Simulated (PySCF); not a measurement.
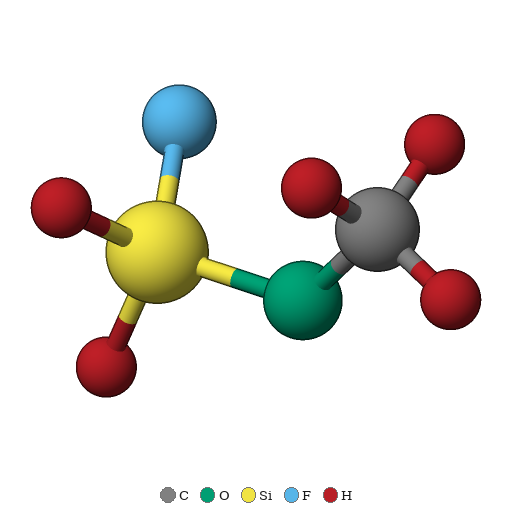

Simulated data, not a measurement (program: PySCF).

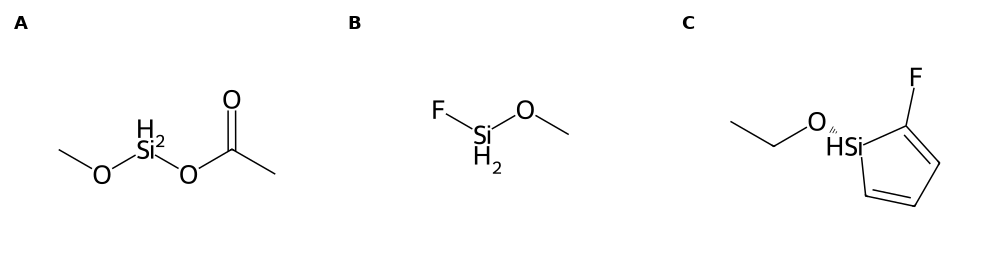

> The first picture shows one of the molecules drawn in the second. Which?

B, `CO[SiH2]F`.
